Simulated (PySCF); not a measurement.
# CH5ClN2W (SMILES [CH3][W](=[NH])(=[NH])[Cl]) at 5 levels

Wanted: a comparison of 5 runs (B3LYP/def2-SVP, BHLYP/def2-SVP, CAM-B3LYP/def2-SVP, M06-2X/def2-SVP, wB97X/def2-SVP) of CH5ClN2W. The job is set up through a Python script.

The calculation is run with PySCF 2.14.0.

## (1) Starting point

CH5ClN2W: 10 atoms, total charge 0, spin state singlet. As SMILES, `[CH3][W](=[NH])(=[NH])[Cl]`. The coordinates come from a PBE0-D4/def2-TZVP relaxation.

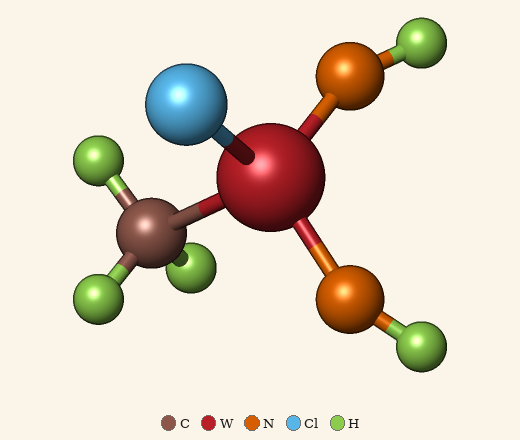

The structure, seen from a chosen angle (carbon brown, tungsten red, nitrogen orange, chlorine blue, hydrogen green).

## (2) The energy at B3LYP/def2-SVP (core potential) (run 1)

calc.py reads:

```python
from pyscf import gto, dft

mol = gto.M(
    atom='''
C     -2.759378     0.142107    -0.672743
W      1.087348     0.704301     0.228090
N      1.394051    -0.744930     3.169449
N      2.667348    -0.966973    -2.129154
Cl     2.184334     4.894769     0.315962
H     -3.293415    -1.847585    -0.717907
H     -3.915513     1.099443     0.750977
H     -3.125418     0.961871    -2.536579
H      2.093061    -2.018605     4.402495
H      3.825184    -2.321151    -2.805109
''',
    max_memory=1860,
    unit='bohr',
    spin=0,
    verbose=3,
    basis='def2-svp',
    ecp={'W': 'def2-svp'},
)

ks = dft.RKS(mol, xc='b3lyp')
ks.conv_tol = 1e-10
ks.grids.level = 5
ks.kernel()
if not ks.converged:
    ks = ks.newton().run(ks.mo_coeff, ks.mo_occ)

e_final = ks.e_tot
print('Final energy', e_final)
```

Command:

```bash
$ OMP_NUM_THREADS=1 python calc.py
```

Output:

```text
converged SCF energy = -677.794821623598
Final energy -677.7948216235984
```

Run time: 82 s. Hardware: 1 thread of Intel Xeon at 2.50GHz (Skylake/Cascade Lake), shared host; peak memory 0.65 GiB.

## (3) A single-point energy at BHLYP/def2-SVP (core potential) (run 2)

job.py reads:

```python
from pyscf import gto, dft

mol = gto.Mole()
mol.atom = '''
C     -2.759378     0.142107    -0.672743
W      1.087348     0.704301     0.228090
N      1.394051    -0.744930     3.169449
N      2.667348    -0.966973    -2.129154
Cl     2.184334     4.894769     0.315962
H     -3.293415    -1.847585    -0.717907
H     -3.915513     1.099443     0.750977
H     -3.125418     0.961871    -2.536579
H      2.093061    -2.018605     4.402495
H      3.825184    -2.321151    -2.805109
'''
mol.basis = 'def2-svp'
mol.charge = 0
mol.spin = 0
mol.ecp = {'W': 'def2-svp'}
mol.unit = 'bohr'
mol.verbose = 4
mol.max_memory = 1860
mol.build()

mf = dft.RKS(mol)
mf.xc = 'bhandhlyp'
mf.grids.level = 5
mf.conv_tol = 1e-10
mf.kernel()
if not mf.converged:
    mf = mf.newton().run(mf.mo_coeff, mf.mo_occ)

e_tot = mf.e_tot
print(f'total energy: {e_tot:.8f} hartree')
```

Command:

```bash
$ OMP_NUM_THREADS=1 python job.py
```

Output:

```text
PySCF version 2.14.0

[... 82 lines left out ...]
converged SCF energy = -677.502603826267
total energy: -677.50260383 hartree
```

Run time: 76 s. Hardware: 1 thread of Intel Xeon at 2.50GHz (Skylake/Cascade Lake), shared host; peak memory 0.65 GiB.

Run 3 isn't shown in full; the table further down has it.

## (4) A single-point energy at M06-2X/def2-SVP (core potential) (run 4)

run.py reads:

```python
from pyscf import gto, dft

mol = gto.Mole()
mol.atom = '''
C     -2.759378     0.142107    -0.672743
W      1.087348     0.704301     0.228090
N      1.394051    -0.744930     3.169449
N      2.667348    -0.966973    -2.129154
Cl     2.184334     4.894769     0.315962
H     -3.293415    -1.847585    -0.717907
H     -3.915513     1.099443     0.750977
H     -3.125418     0.961871    -2.536579
H      2.093061    -2.018605     4.402495
H      3.825184    -2.321151    -2.805109
'''
mol.basis = 'def2-svp'
mol.verbose = 3
mol.charge = 0
mol.ecp = {'W': 'def2-svp'}
mol.unit = 'bohr'
mol.max_memory = 1860
mol.build()

mf = dft.RKS(mol, xc='m06-2x')
mf.conv_tol = 1e-10
mf.grids.level = 5
mf.kernel()
if not mf.converged:
    mf = mf.newton().run(mf.mo_coeff, mf.mo_occ)

e_tot = mf.e_tot
print(f'total energy: {e_tot:.8f} hartree')
```

Command:

```bash
$ OMP_NUM_THREADS=1 python run.py
```

Output:

```text
converged SCF energy = -677.539223472888
total energy: -677.53922347 hartree
```

Wall time 2.1 min (1 thread of Intel Xeon at 2.50GHz (Skylake/Cascade Lake), shared host); peak memory 0.68 GiB.

## (5) The energy at wB97X/def2-SVP (core potential) (run 5)

input.py reads:

```python
# [CH3][W](=[NH])(=[NH])[Cl]
from pyscf import gto, dft

mol = gto.Mole()
mol.atom = '''
C     -2.759378     0.142107    -0.672743
W      1.087348     0.704301     0.228090
N      1.394051    -0.744930     3.169449
N      2.667348    -0.966973    -2.129154
Cl     2.184334     4.894769     0.315962
H     -3.293415    -1.847585    -0.717907
H     -3.915513     1.099443     0.750977
H     -3.125418     0.961871    -2.536579
H      2.093061    -2.018605     4.402495
H      3.825184    -2.321151    -2.805109
'''
mol.basis = 'def2-svp'
mol.unit = 'bohr'
mol.ecp = {'W': 'def2-svp'}
mol.max_memory = 1860
mol.verbose = 4
mol.build()

mf = dft.RKS(mol, xc='wb97x')
mf.grids.level = 5
mf.conv_tol = 1e-10
mf.kernel()
if not mf.converged:
    mf = mf.newton().run(mf.mo_coeff, mf.mo_occ)

e_tot = mf.e_tot
print(f'total energy: {e_tot:.8f} hartree')
```

Command:

```bash
$ OMP_NUM_THREADS=1 python input.py
```

Output:

```text
PySCF version 2.14.0

[... 85 lines left out ...]
converged SCF energy = -677.713929971187
total energy: -677.71392997 hartree
```

It took 2.4 min on 1 thread of Intel Xeon at 2.50GHz (Skylake/Cascade Lake), shared host; peak memory 0.66 GiB.

## (6) The series

```
run                                level  energy (Eh)  dipole moment (D)  HOMO energy (eV)  LUMO energy (eV)  wall time
  1      B3LYP/def2-SVP (core potential)  -677.794822               2.28             -7.57             -1.95       82 s
  2      BHLYP/def2-SVP (core potential)  -677.502604               2.35             -9.06             -0.86       76 s
  3  CAM-B3LYP/def2-SVP (core potential)  -677.631565               2.33             -9.14             -0.69    2.3 min
  4     M06-2X/def2-SVP (core potential)  -677.539223               2.49             -9.15             -0.88    2.1 min
  5      wB97X/def2-SVP (core potential)  -677.713930               2.43            -10.18              0.27    2.4 min
```

## (7) Summary of results

| quantity | value |
| --- | --- |
| run 5: total energy | -677.71393 Eh |
| run 5: dipole moment | 2.43 D |
| run 5: HOMO energy | -10.18 eV |
| run 5: LUMO energy | 0.27 eV |
| run 5: HOMO–LUMO gap | 10.45 eV |

In words: The dipole moment (its size) runs from 2.28 D (B3LYP/def2-SVP) to 2.49 D (M06-2X/def2-SVP). The HOMO–LUMO gap runs from 5.61 eV (B3LYP/def2-SVP) to 10.45 eV (wB97X/def2-SVP). Totals of different functionals can't be ranked against each other. All runs together took 9.4 min, the longest 2.4 min.
